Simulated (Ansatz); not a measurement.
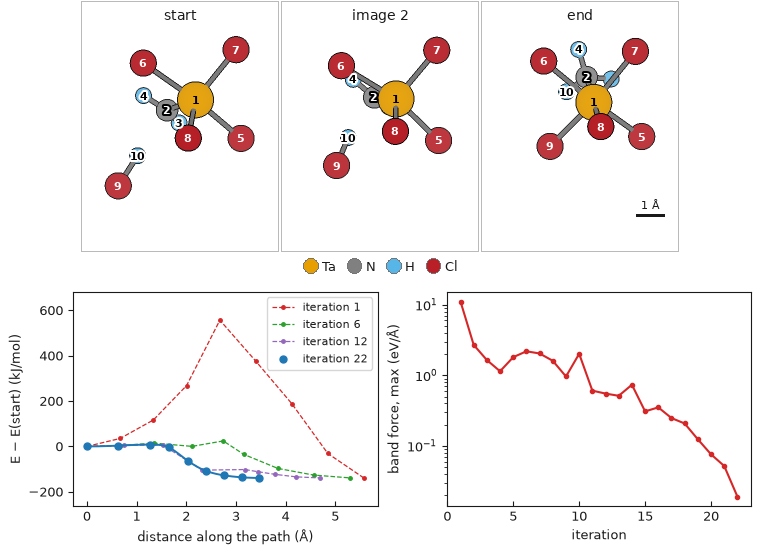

A search for the minimum-energy path of TaNH₃Cl₅ by the nudged elastic band. Images are numbered from 0 (start) to 8 (end). The plot follows the band through its iterations. Style: ball-and-stick. Shown from a free direction.

These are results of Ansatz 0.2.0, RKS PBE/def2-SVP, not measurements. Settings: 7 movable images; climbing image; force threshold 0.03 eV/Å; iteration limit 60; spring constant 0.1 eV/Å²; starting path through a guess of the saddle point.

Q: Judge this run.

A: The run is converged, with reservations. The band converged in 22 iterations. The largest component of the band force went from 11 to 0.019 eV/Å. The climbing image converged on the top of the path. Its curvatures weren't checked. The spring constant is far from the usual few eV/Å², which spoils the spacing or the steps. The first iteration put the highest image at 556.7 kJ/mol. The energy climbs by 8.1 kJ/mol to image 2 and then falls by 147.0 kJ/mol, so the end point sits at −138.9 kJ/mol.
